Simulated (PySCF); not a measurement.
Molecule: SMILES [OH][Al]([OH])[SiH2]F (H₄AlFO₂Si). Atoms near the plane z = 0.0 Å, at the PBE0/def2-SVP optimised geometry (x, y, z in Å): Si1 (0.2, -1.0, 0.0), Al3 (-0.7, 1.3, 0.0), H6 (1.7, -1.0, 0.0).

Calculation: PBE0/def2-TZVP (PySCF). Cells within 0.4 Å of a nucleus heavier than hydrogen are left out (blank, or x). The values are rescaled to run from 0 to 1.

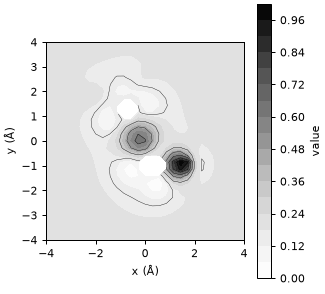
Figure: a field on the plane z = 0.0 Å.

Q: Which quantity is mapped?
A) Laplacian of the electron density
B) an orbital amplitude
C) deformation density (molecule minus spherical neutral atoms)
D) electron localisation function

A: C, deformation density (molecule minus spherical neutral atoms). In full: deformation density (molecule minus spherical neutral atoms) (e/bohr³).
